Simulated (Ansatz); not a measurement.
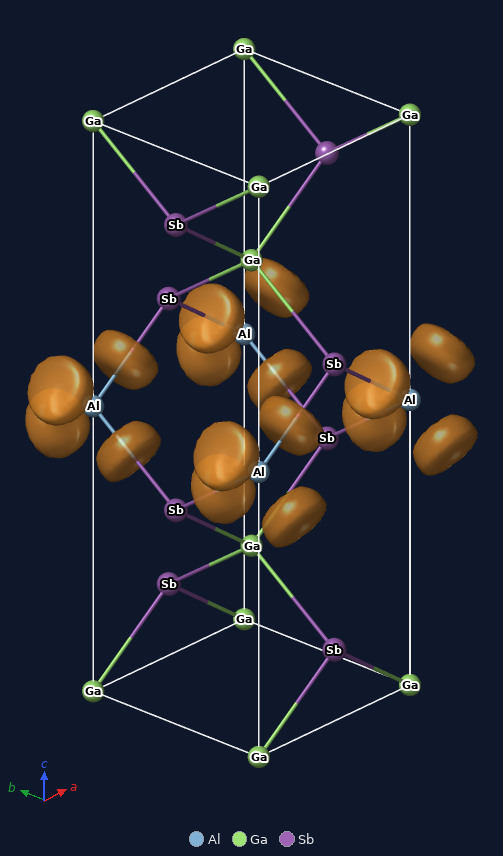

AlGa3Sb4. Isosurface of the ELF at 0.75 (orange), seen at an oblique angle. Only the valence region is drawn (cores and ρ < 0.01 e/Å³ removed). Sticks mark near contacts.

Space group P-4m2; a structure generated by program, which may or may not match a known phase; computed pressure about −3 GPa in this cell.

The calculation used DFT LDA, scalar-relativistic, plane waves, PAW (Ansatz).

In a PAW calculation such maps are meaningful between the atoms, not at the nuclei.

Input

```
crystal:
  lattice:
    - [4.3982797, 0.0, 0.0]
    - [0.0, 4.3982797, 0.0]
    - [0.0, 0.0, 12.4213562]
  atoms:
    - { symbol: Al, position: [0.0, 0.0, 0.5] }
    - { symbol: Ga, position: [0.0, 0.0, 0.0] }
    - { symbol: Ga, position: [0.5, 0.5, 0.249565] }
    - { symbol: Ga, position: [0.5, 0.5, 0.750435] }
    - { symbol: Sb, position: [0.5, 0.0, 0.124807] }
    - { symbol: Sb, position: [0.0, 0.5, 0.374794] }
    - { symbol: Sb, position: [0.5, 0.0, 0.625206] }
    - { symbol: Sb, position: [0.0, 0.5, 0.875193] }
basis:
  ecutwfc: 420
kpoints:
  mp_grid: { grid: [8, 8, 4] }
  band_path:
    path:
      - [[0.0, 0.0, 0.0], [0.0, 0.5, 0.0], [0.5, 0.5, 0.0], [0.0, 0.0, 0.0], [0.0, 0.0, 0.5], [0.0, 0.5, 0.5], [0.5, 0.5, 0.5], [0.0, 0.0, 0.5]]
      - [[0.0, 0.5, 0.0], [0.0, 0.5, 0.5]]
      - [[0.5, 0.5, 0.0], [0.5, 0.5, 0.5]]
    npoints: 14
hamiltonian:
  xc: lda
scf:
  occupations: { method: gaussian, width: 0.1 }
  n_extra_bands: 20
output:
  forces: true
  stress: true
  eigenvalues: true
  populations: true
  dos: { projected: true, de: 0.02, nscf_kmesh: { grid: [10, 10, 5] } }
  bader: true
  write_density: true
  write_potential: true
  elf: true
  volumetric_format: npy
```

Command:

```sh
ansatz run input.yaml --threads 4 --pin off --max-ram 8192MiB --backend cpu --events-out ev --progress --plain --runs-dir out
```

Below, planes, directions and counts refer to the conventional cell (a = 4.40 Å, b = 4.40 Å, c = 12.42 Å, α = 90.00°, β = 90.00°, γ = 90.00°).

**What do the ELF domains correspond to?**

The surface consists of four regions between bonded Al–Sb atoms, counted in one cell of 8 atoms. Any copies at cell faces, edges or corners count once.

Values along the shortest contacts:
Ga–Sb (2.69 Å): the ELF peaks at about 0.70 between the atoms. Al–Sb (2.69 Å): the ELF peaks at about 0.90 between the atoms.
